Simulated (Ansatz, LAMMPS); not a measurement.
# Relaxing glassy 81SiO2-7Na2O-7CaO-4ZnO (mol %) (78 atoms), part 2 of 3

Aim: bring glassy 81SiO2-7Na2O-7CaO-4ZnO (mol %) (78 atoms) to a nearby minimum of the energy and see what moves.

Ansatz 0.2.0; Kohn-Sham DFT, r2SCAN, PAW (set soft_2), plane waves.

The cell: 22 Si, 4 Na, 2 Ca, 1 Zn and 49 O. The quench rate of 1000 K/ps is orders of magnitude faster than experiment. The network of bonds at the start is that of the classical potential that made the cell. Sampling is at Γ alone, for a cell whose shortest periodic width is 10 Å.

So far. Step 3 (Single point at the start): The r.m.s. force component of 1.3 eV/Å and the pressure of 0.92 GPa set the starting point.

## Step 4: Cell and atoms relaxed

Cell and atoms are freed together, to release stress as well as forces.

The input, input.yaml:

```yaml
crystal:
  lattice:
    - [10.14429, 0.0, 0.0]
    - [0.0, 10.14429, 0.0]
    - [0.0, 0.0, 10.14429]
  atoms:
    [... the 78 atom lines of step 3 ...]
kpoints:
  mp_grid: { grid: [1, 1, 1] }
hamiltonian:
  xc: r2scan
scf:
  occupations: { method: fixed }
output:
  forces: true
relax:
  f_tol: 0.05
  max_steps: 200
  cell: {}
```

The run is started by

```bash
$ ansatz run input.yaml --threads 4 --pin off --max-ram 8192MiB --backend cpu --events-out ev --progress --plain --runs-dir out
```

Numbers of over 12 decimals in the logs are rounded to 6 here.

Output:

```text
[...]
Crystal: 78 atoms, lattice volume = 1043.915 Å³
Basis set: ecut = 500 eV, 26745 PW (Γ), exchange–correlation on 300×300×300 points (64 copies of the dense FFT grid, shifted against one another)
Bands: 303, of which v1, the nominal top of the filled ones, is band 225 counted from 1 (224 counted from 0)
Symmetry: 1 space group operations
[...]
k-points: 1
[...]
SCF iter   1: F=—  HF=-54928.106384 eV  |F-HF|=—  |Δ(HF+E_count)|=         —  Δρ=8.53e-3  dr2=7.18e-1  dr2_τ=6.24e0  ethr=1.77e-3  ⟨swp⟩=5.0  Hψ=1077  notcnv=0  defer=76
[...]
SCF iter   3: F=—  HF=-54930.177937 eV  |F-HF|=—  |Δ(HF+E_count)|=   1.73e-2  Δρ=1.94e-3  dr2=2.54e-2  dr2_τ=1.78e-3  ethr=3.66e-5  ⟨swp⟩=4.0  Hψ=388  notcnv=0  defer=65
automatic band count: iteration 3 solves 292 bands in place of 303: the levels show a gap, and the empty bands left out lie too high to hold charge; the band table lists the bands solved (type scf.n_extra_bands for more)
SCF iter   4: F=—  HF=-54930.171728 eV  |F-HF|=—  |Δ(HF+E_count)|=   6.21e-3  Δρ=6.34e-4  dr2=2.73e-3  dr2_τ=3.03e-4  ethr=5.65e-6  ⟨swp⟩=3.0  Hψ=389  notcnv=0  defer=65
[...]
SCF iter  10: F=-54930.168833 eV  HF=-54930.168833 eV  |F-HF|=1.62e-8  |Δ(HF+E_count)|=   6.66e-8  Δρ=2.39e-6  dr2=4.96e-8  dr2_τ=7.18e-9  ethr=2.22e-11  ⟨swp⟩=5.0  Hψ=900  notcnv=0
SCF 1 converged in 10 iterations: F = -54930.168833 eV  dr2 = 4.96e-8
[...]
relax step   1: F+E_penalty+E_count = -54930.16883290 eV  Δ(F+E_penalty+E_count) = +0.000e0 eV  max|allowed force component| = 5.191e0 eV/Å  Δτ_max = 0.0000 Å  P = +0.918 GPa  Ω = 1043.915 Å³  (10 SCF iters, dr2 threshold 1.00e-7 eV, accepted)
[... from here on, the SCF cycles and remarks between the steps are left out ...]
relax step   2: F+E_penalty+E_count = -54933.91007234 eV  Δ(F+E_penalty+E_count) = -3.741e0 eV  max|allowed force component| = 2.649e0 eV/Å  Δτ_max = 0.1980 Å  P = +0.506 GPa  Ω = 1036.888 Å³  energy of the carried Pulay correction = +2.608e-3 eV  (8 SCF iters, dr2 threshold 7.80e-6 eV, accepted)
relax step   3: F+E_penalty+E_count = -54936.45761461 eV  Δ(F+E_penalty+E_count) = -2.548e0 eV  max|allowed force component| = 1.300e0 eV/Å  Δτ_max = 0.1949 Å  P = +0.494 GPa  Ω = 1024.731 Å³  energy of the carried Pulay correction = +7.161e-3 eV  (8 SCF iters, dr2 threshold 7.80e-6 eV, accepted)
relax step   4: F+E_penalty+E_count = -54937.06447336 eV  Δ(F+E_penalty+E_count) = -6.069e-1 eV  max|allowed force component| = 1.019e0 eV/Å  Δτ_max = 0.2000 Å  P = +0.168 GPa  Ω = 1027.892 Å³  energy of the carried Pulay correction = +5.972e-3 eV  (8 SCF iters, dr2 threshold 7.80e-6 eV, accepted)
relax step   5: F+E_penalty+E_count = -54937.27739073 eV  Δ(F+E_penalty+E_count) = -2.129e-1 eV  max|allowed force component| = 3.402e-1 eV/Å  Δτ_max = 0.0958 Å  P = -0.218 GPa  Ω = 1029.959 Å³  energy of the carried Pulay correction = +5.196e-3 eV  (7 SCF iters, dr2 threshold 7.80e-6 eV, accepted)
relax step   6: F+E_penalty+E_count = -54937.44123016 eV  Δ(F+E_penalty+E_count) = -1.638e-1 eV  max|allowed force component| = 2.879e-1 eV/Å  Δτ_max = 0.2000 Å  P = -0.080 GPa  Ω = 1030.511 Å³  energy of the carried Pulay correction = +4.989e-3 eV  (7 SCF iters, dr2 threshold 7.23e-6 eV, accepted)
relax step   7: F+E_penalty+E_count = -54937.56949198 eV  Δ(F+E_penalty+E_count) = -1.283e-1 eV  max|allowed force component| = 2.708e-1 eV/Å  Δτ_max = 0.1966 Å  P = -0.175 GPa  Ω = 1032.479 Å³  energy of the carried Pulay correction = +4.253e-3 eV  (8 SCF iters, dr2 threshold 5.18e-6 eV, accepted)
relax step   8: F+E_penalty+E_count = -54937.63612854 eV  Δ(F+E_penalty+E_count) = -6.664e-2 eV  max|allowed force component| = 2.374e-1 eV/Å  Δτ_max = 0.1774 Å  P = -0.022 GPa  Ω = 1032.867 Å³  energy of the carried Pulay correction = +4.108e-3 eV  (8 SCF iters, dr2 threshold 4.58e-6 eV, accepted)
relax step   9: F+E_penalty+E_count = -54937.68704550 eV  Δ(F+E_penalty+E_count) = -5.092e-2 eV  max|allowed force component| = 2.717e-1 eV/Å  Δτ_max = 0.1890 Å  P = +0.161 GPa  Ω = 1032.447 Å³  energy of the carried Pulay correction = +4.265e-3 eV  (7 SCF iters, dr2 threshold 3.52e-6 eV, accepted)
relax step  10: F+E_penalty+E_count = -54937.74673768 eV  Δ(F+E_penalty+E_count) = -5.969e-2 eV  max|allowed force component| = 2.216e-1 eV/Å  Δτ_max = 0.1952 Å  P = -0.150 GPa  Ω = 1034.798 Å³  energy of the carried Pulay correction = +3.387e-3 eV  (7 SCF iters, dr2 threshold 4.61e-6 eV, accepted)
relax step  11: F+E_penalty+E_count = -54937.80710853 eV  Δ(F+E_penalty+E_count) = -6.037e-2 eV  max|allowed force component| = 1.859e-1 eV/Å  Δτ_max = 0.1951 Å  P = -0.002 GPa  Ω = 1033.389 Å³  energy of the carried Pulay correction = +3.913e-3 eV  (8 SCF iters, dr2 threshold 3.07e-6 eV, accepted)
relax step  12: F+E_penalty+E_count = -54937.85056094 eV  Δ(F+E_penalty+E_count) = -4.345e-2 eV  max|allowed force component| = 2.279e-1 eV/Å  Δτ_max = 0.1949 Å  P = +0.009 GPa  Ω = 1032.460 Å³  energy of the carried Pulay correction = +4.260e-3 eV  (8 SCF iters, dr2 threshold 2.16e-6 eV, accepted)
relax step  13: F+E_penalty+E_count = -54937.87749921 eV  Δ(F+E_penalty+E_count) = -2.694e-2 eV  max|allowed force component| = 2.682e-1 eV/Å  Δτ_max = 0.1908 Å  P = -0.274 GPa  Ω = 1032.646 Å³  energy of the carried Pulay correction = +4.190e-3 eV  (8 SCF iters, dr2 threshold 3.25e-6 eV, accepted)
relax step  14: F+E_penalty+E_count = -54937.94483782 eV  Δ(F+E_penalty+E_count) = -6.734e-2 eV  max|allowed force component| = 2.968e-1 eV/Å  Δτ_max = 0.2000 Å  P = +0.063 GPa  Ω = 1029.961 Å³  energy of the carried Pulay correction = +5.196e-3 eV  (8 SCF iters, dr2 threshold 4.49e-6 eV, accepted)
relax step  15: F+E_penalty+E_count = -54937.98041952 eV  Δ(F+E_penalty+E_count) = -3.558e-2 eV  max|allowed force component| = 2.092e-1 eV/Å  Δτ_max = 0.0870 Å  P = -0.016 GPa  Ω = 1029.679 Å³  energy of the carried Pulay correction = +5.301e-3 eV  (7 SCF iters, dr2 threshold 5.51e-6 eV, accepted)
relax step  16: F+E_penalty+E_count = -54937.95495804 eV  Δ(F+E_penalty+E_count) = +2.546e-2 eV  max|allowed force component| = 8.426e-1 eV/Å  Δτ_max = 0.2000 Å  P = +0.014 GPa  Ω = 1028.100 Å³  energy of the carried Pulay correction = +5.894e-3 eV  (8 SCF iters, dr2 threshold 2.73e-6 eV, rejected (line search))
relax step  17: F+E_penalty+E_count = -54938.04481900 eV  Δ(F+E_penalty+E_count) = -6.440e-2 eV  max|allowed force component| = 1.114e-1 eV/Å  Δτ_max = 0.0974 Å  P = +0.034 GPa  Ω = 1029.284 Å³  energy of the carried Pulay correction = +5.449e-3 eV  (12 SCF iters, accepted)
relax step  18: F+E_penalty+E_count = -54938.05422767 eV  Δ(F+E_penalty+E_count) = -9.409e-3 eV  max|allowed force component| = 3.195e-1 eV/Å  Δτ_max = 0.0986 Å  P = -0.289 GPa  Ω = 1028.308 Å³  energy of the carried Pulay correction = +5.816e-3 eV  (8 SCF iters, dr2 threshold 7.76e-7 eV, accepted)
relax step  19: F+E_penalty+E_count = -54938.06694401 eV  Δ(F+E_penalty+E_count) = -1.272e-2 eV  max|allowed force component| = 1.052e-1 eV/Å  Δτ_max = 0.0240 Å  P = +0.067 GPa  Ω = 1026.968 Å³  energy of the carried Pulay correction = +6.319e-3 eV  (6 SCF iters, dr2 threshold 6.38e-6 eV, accepted)
relax step  20: F+E_penalty+E_count = -54938.03708407 eV  Δ(F+E_penalty+E_count) = +2.986e-2 eV  max|allowed force component| = 2.738e-1 eV/Å  Δτ_max = 0.1372 Å  P = -0.055 GPa  Ω = 1026.564 Å³  energy of the carried Pulay correction = +6.471e-3 eV  (8 SCF iters, dr2 threshold 6.92e-7 eV, rejected (line search))
relax step  21: F+E_penalty+E_count = -54938.07814732 eV  Δ(F+E_penalty+E_count) = -1.120e-2 eV  max|allowed force component| = 5.289e-2 eV/Å  Δτ_max = 0.0613 Å  P = -0.005 GPa  Ω = 1026.156 Å³  energy of the carried Pulay correction = +6.625e-3 eV  (11 SCF iters, accepted)
relax step  22: F+E_penalty+E_count = -54938.08006158 eV  Δ(F+E_penalty+E_count) = -1.914e-3 eV  max|allowed force component| = 3.939e-2 eV/Å  Δτ_max = 0.0146 Å  P = +0.001 GPa  Ω = 1025.579 Å³  energy of the carried Pulay correction = +6.842e-3 eV  (7 SCF iters, dr2 threshold 1.75e-7 eV, accepted)
relax step  23: F+E_penalty+E_count = -54938.06357466 eV  Δ(F+E_penalty+E_count) = +1.649e-2 eV  max|allowed force component| = 3.949e-2 eV/Å  Δτ_max = 0.0000 Å  P = +0.017 GPa  Ω = 1025.579 Å³  stress off target by 2.71e-2 GPa  SCF on the basis re-selected at this cell (its energy is not comparable with the rows above)  (7 SCF iters)
basis re-selected at this cell: Δ(F+E_penalty+E_count) = +1.649e-2 eV, ΔP = +0.015 GPa vs the last step (what re-selecting the basis moved, of the pressure what is left beyond the Pulay correction that the steps carried, after the strain that the cell walked since its last selection, [...]
SCF converged after 7 iterations
Free energy (F): -54938.063575 eV
[...]
Internal energy: -54938.063575 eV  (E = F + TS)
E sigma→0 (E₀):  -54938.063575 eV
Fermi energy:    3.601003 eV
[...]
--- Forces (eV/Å), atoms counted from 1 ---
  atom   1  Si     0.00199572    -0.02327376     0.01218684
  atom   2  Si     0.01315222     0.01102988     0.00273489
  atom   3  Si    -0.00953953    -0.01726153     0.00495549
  atom   4  Si    -0.00271205     0.01830341    -0.00623653
  atom   5  Si    -0.00712678    -0.01703613     0.00918324
  atom   6  Si    -0.00963514     0.00759026     0.02438526
  atom   7  Si     0.00582459     0.00444774     0.01215281
  atom   8  Si     0.00305729    -0.00467965    -0.00307113
  atom   9  Si     0.00572346     0.01715562    -0.00297347
  atom  10  Si    -0.01109837    -0.00702022    -0.01351295
  atom  11  Si     0.00614399    -0.00872882     0.00592273
  atom  12  Si     0.00793108    -0.00176591    -0.00831887
  atom  13  Si    -0.00014486     0.00887569    -0.01471103
  atom  14  Si     0.02553329    -0.02707312     0.00475480
[...]
atom  77  O     -0.00195811    -0.00521228     0.00110471
  atom  78  O      0.00684913     0.00418799     0.00390315
  max |Σ_I F_I| component: 4.84e-5 eV/Å
--- Stress (GPa, compression-positive) ---
        0.018373       0.001103       0.003102
        0.001102       0.021793       0.008627
        0.003103       0.008627       0.010135
  P = ⅓ Tr σ = 0.0168 GPa (0.168 kbar)
--- Relaxed structure (22 steps of the walk, 20 accepted, 1 SCFs on fresh bases) ---
  F+E_penalty+E_count = -54938.06357466 eV   max|allowed force component| = 3.949e-2 eV/Å   (the final SCF, on the basis selected at the relaxed cell)
  cell:  # Å, volume = 1025.5792 Å³
    - [10.131070, -0.271401, -0.318886]
    - [-0.271401, 9.813870, 0.149227]
    - [-0.318886, 0.149227, 10.334807]
  atoms:
    - { symbol: Si, position: [0.970100, 0.442325, 0.092688] }
    - { symbol: Si, position: [0.235501, 0.462745, 0.196668] }
    - { symbol: Si, position: [0.708315, 0.865575, 0.856801] }
    - { symbol: Si, position: [0.267423, 0.816675, 0.531671] }
[...]
- { symbol: O, position: [0.053657, 0.319402, 0.733161] }
```

The job ended after 8.5 min (4 threads of Arm Neoverse V2, shared host; peak memory 2.6 GiB; 33 min of CPU time).

Relaxation path (22 of 23):

```
step  energy less that of the first step (eV)  largest force component (eV/Å)  pressure (GPa)  volume (Å³)
   1                                   0.0000                          5.1907            0.92      1043.91
   2                                  -3.7412                          2.6494            0.51      1036.89
   3                                  -6.2888                          1.3001            0.49      1024.73
   4                                  -6.8956                          1.0192            0.17      1027.89
   5                                  -7.1086                          0.3402           -0.22      1029.96
   6                                  -7.2724                          0.2879           -0.08      1030.51
   7                                  -7.4007                          0.2708           -0.18      1032.48
   8                                  -7.4673                          0.2374           -0.02      1032.87
   9                                  -7.5182                          0.2717            0.16      1032.45
  10                                  -7.5779                          0.2216           -0.15      1034.80
  11                                  -7.6383                          0.1859            0.00      1033.39
  13                                  -7.7087                          0.2681           -0.27      1032.65
  14                                  -7.7760                          0.2968            0.06      1029.96
  15                                  -7.8116                          0.2092           -0.02      1029.68
  16                                  -7.7861                          0.8426            0.01      1028.10
  17                                  -7.8760                          0.1114            0.03      1029.28
  18                                  -7.8854                          0.3195           -0.29      1028.31
  19                                  -7.8981                          0.1052            0.07      1026.97
  20                                  -7.8683                          0.2738           -0.06      1026.56
  21                                  -7.9093                          0.0529            0.00      1026.16
  22                                  -7.9112                          0.0394            0.00      1025.58
 23*                                  -7.8947                          0.0395            0.02      1025.58
```

Relaxation steps marked * repeat the geometry before them on a plane-wave basis chosen anew for their cell, so energy and pressure can jump there. Other such steps can lie between the rows shown. Relaxation steps 16, 20 were tried and not accepted.

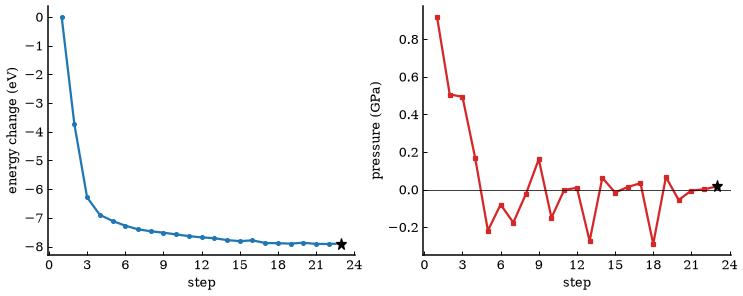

Energy and pressure along the relaxation. Stars mark steps on a basis chosen anew.

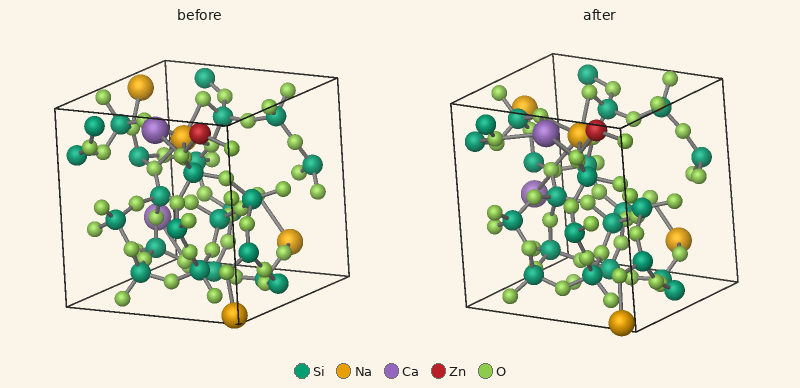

Before and after, at one scale. Bonds to atoms that aren't drawn are left out.

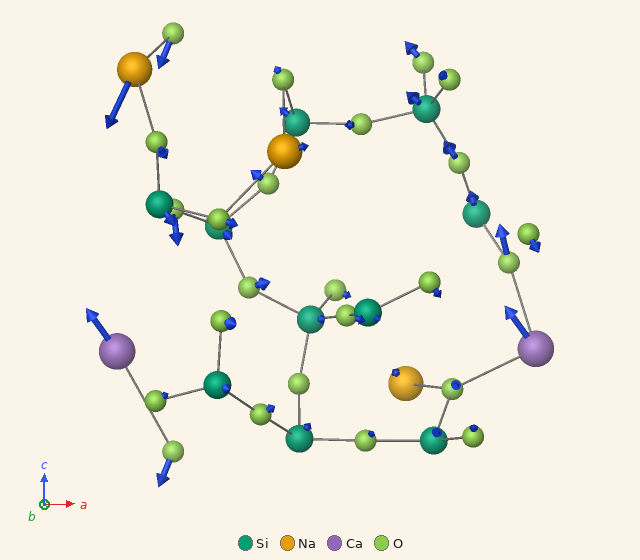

Displacements in the relaxation, scaled, measured against the changing cell; the longest in the cell stands for 1.67 Å. Drawn is a slice 5 Å thick, seen along the normal of the ac plane. Bonds to atoms that aren't drawn are left out.

```
     cell as run  before   after  change
           a (Å)  10.144  10.140  -0.0 %
           b (Å)  10.144   9.819  -3.2 %
           c (Å)  10.144  10.341  +1.9 %
           α (°)   90.00   88.25  -1.9 %
           β (°)   90.00   93.59  +4.0 %
           γ (°)   90.00   93.14  +3.5 %
volume (Å³/atom)   13.38   13.15  -1.8 %
```

The atoms that moved most (Å, as changes of fractional coordinates times the final cell):

```
atom      dx      dy      dz  length
Na23  -0.671   0.320  -1.500   1.674
Ca27  -0.720  -0.148   1.006   1.246
 O43  -0.246  -0.198   0.984   1.034
 O52  -0.370  -0.196  -0.848   0.946
 O50   0.090  -0.298  -0.861   0.915
Na25  -0.060  -0.782   0.148   0.798
 O75  -0.314   0.562   0.465   0.794
 O34  -0.228  -0.574   0.322   0.697
```

The relaxation changed the energy by -101 meV/atom, and atoms moved by 0.48 Å r.m.s., 1.7 Å at most.

## Step 5: Structure statistics after relaxation

Bonds before and after, by the cutoffs listed below:

```
pair  bonds before  bonds after  mean before (Å)  mean after (Å)  spread before (Å)  spread after (Å)
O-Si            88           88            1.619           1.623              0.053             0.025
O-Na            17           21            2.424           2.418              0.221             0.180
O-Ca             8            9            2.404           2.393              0.162             0.171
O-Zn             4            4            1.924           1.938              0.021             0.044
```

Density 2.65 g/cm³, 13.15 Å³ an atom.

g(r), total and by pair (bins of 0.2 Å):

```
r (Å)  total   O-O   O-Si  O-Na  O-Ca  O-Zn  Si-Si
 1.50   0.70  0.00   1.99  0.00  0.00  0.00   0.00
 1.70   3.78  0.00  10.65  0.00  0.00  0.00   0.00
 1.90   0.11  0.00   0.00  0.00  0.00  6.75   0.00
 2.10   0.12  0.00   0.00  0.90  0.92  2.03   0.00
 2.30   0.35  0.00   0.00  3.89  3.22  0.00   0.00
 2.50   0.98  2.04   0.00  1.69  1.91  0.00   0.00
 2.70   1.81  4.37   0.05  0.88  0.60  0.00   0.00
 2.90   0.68  0.95   0.13  0.26  0.51  0.00   2.01
 3.10   0.97  0.71   0.46  0.67  0.00  0.00   4.03
 3.30   0.80  0.62   0.80  0.58  0.77  0.80   0.97
 3.50   0.97  0.66   1.23  1.54  1.02  1.38   0.13
 3.70   1.05  0.64   1.65  0.46  1.19  1.24   0.49
 3.90   1.06  0.72   1.54  0.54  1.37  3.26   0.78
 4.10   1.17  0.71   1.86  1.35  1.00  0.52   0.81
 4.30   1.05  0.74   1.42  1.23  0.43  0.89   1.46
 4.50   1.03  1.01   0.90  1.62  1.21  0.83   1.50
 4.70   1.07  1.44   0.56  1.41  2.25  1.54   0.61
```

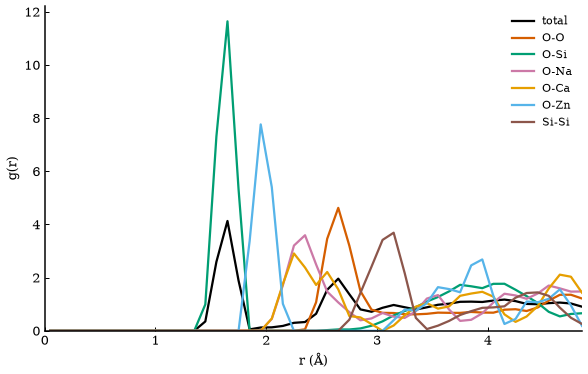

Pair distribution functions, lightly smoothed.

Bonds by pair of elements; cutoffs follow the first minimum of g(r), held within bounds set by covalent radii, and pairs that aren't listed don't count as bonded:

```
pair A-B  cutoff (Å)  bonds  mean length (Å)  spread (Å)  shortest (Å)  B about A  A about B
    O-Si        2.08     88             1.62       0.025          1.55       1.80          4
    O-Na        2.93     21             2.42        0.18          2.13      0.429       5.25
    O-Ca        2.83      9             2.39       0.171          2.14      0.184        4.5
    O-Zn        2.43      4             1.94       0.044          1.91      0.082          4
```

How many atoms have how many bonded neighbours:

```
element  mean   2   3   4  5  6
     Ca   4.5   0   1   0  0  1
     Na  5.25   0   0   0  3  1
      O  2.49  28  18   3  0  0
     Si     4   0   0  22  0  0
     Zn     4   0   0   1  0  0
```

Bond angles, per cent of each kind in bins of 5°:

```
angle (°)  O-Si-O  O-Na-O  Si-O-Si  Na-O-Si  O-Ca-O
    55–60     0.0     4.4      0.0      0.0     5.6
    60–65     0.0     6.7      0.0      0.0     5.6
    65–70     0.0     0.0      0.0      0.0     0.0
    70–75     0.0     4.4      0.0      0.0     0.0
    75–80     0.0     8.9      0.0      3.3    16.7
    80–85     0.0     8.9      0.0      3.3     5.6
    85–90     0.0     4.4      0.0     10.0     5.6
    90–95     0.8     4.4      0.0     10.0     5.6
   95–100     1.5     8.9      0.0     13.3     5.6
  100–105    18.2     8.9      0.0      3.3     5.6
  105–110    36.4     4.4      0.0      6.7     5.6
  110–115    28.8     4.4      0.0     13.3     0.0
  115–120    11.4     4.4      2.6     13.3     0.0
  120–125     3.0     6.7     15.4      3.3     5.6
  125–130     0.0     2.2      5.1      6.7     5.6
  130–135     0.0     0.0      5.1      3.3    16.7
  135–140     0.0     0.0     12.8      3.3     5.6
  140–145     0.0     4.4      7.7      3.3     0.0
  145–150     0.0     4.4      7.7      0.0     5.6
  150–155     0.0     4.4     10.3      0.0     0.0
  155–160     0.0     4.4     15.4      3.3     0.0
  160–165     0.0     0.0      7.7      0.0     0.0
  165–170     0.0     0.0      5.1      0.0     0.0
  170–175     0.0     0.0      2.6      0.0     0.0
  175–180     0.0     0.0      2.6      0.0     0.0
```

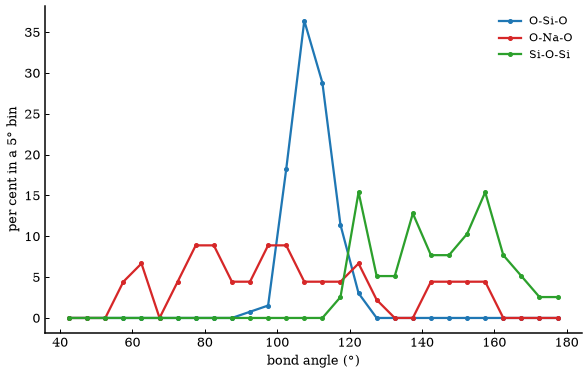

Distributions of the most common bond angles.

Bond angles (no mean is given where the spread exceeds 20°):

```
  angle  count  mean (°)  spread (°)
 O-Si-O    132       109         5.1
 O-Na-O     45         -           -
Si-O-Si     39       145          16
Na-O-Si     30       109        18.7
 O-Ca-O     18         -           -
```

Oxygen atoms by the number of network formers (Si, P, Ge, B, Al, As, Ga) bound to them:

```
network formers bound to O  O atoms  per cent
                         0        0         0
                         1       10      20.4
                         2       39      79.6
```

Network units: each former by its oxygen neighbours and how many of them bridge to another former:

```
former  O neighbours  bridging O  atoms
    Si             4           2      1
    Si             4           3      8
    Si             4           4     13
```

Bond length by coordination (bonds to H left out):

```
element  coordination  atoms  mean bond length (Å)
     Ca             3      1                  2.23
     Ca             6      1                  2.47
     Na             5      3                  2.42
     Na             6      1                  2.42
      O             2     28                  1.63
      O             3     18                  1.97
      O             4      3                  2.13
```

Rings of the network by King's shortest-path rule, up to 12 atoms, one path for each pair of neighbours; H, halogens, alkali and alkaline-earth atoms are left out, and the last column divides by all other atoms, bonded or not:

```
ring size (atoms)  rings  per network atom
                8      3             0.042
               10     10             0.139
               12      8             0.111
```

With the cutoffs above, 50 % of Ca atoms have 3 and as many 6, 75 % of Na atoms have 5, 57 % of O atoms have 2 and all Si atoms have 4 bonded neighbours. The O-Si-O angle averages 109° with a spread of 5°. Counting bonds to Si alone, not to Zn, 80 % of the oxygens join two of these atoms and 20 % one. The commonest Si unit has 4 oxygens, 4 of them shared with other formers (13 of 22 atoms). Rings of 10 atoms are the most common (48 % of those counted); sizes run from 8 to 12, where the search stops.

(Part 2 of 3 ends here.)

[Logs are printed without paths, hosts, clocks, repeated set-up lines and the standing remarks that a program may print on its own settings, such as how far it seeks lower states.]

[Hosts, paths, dates, database ids (printed as entryN), source tags and the programs' standing remarks are cut or masked in the printed files.]
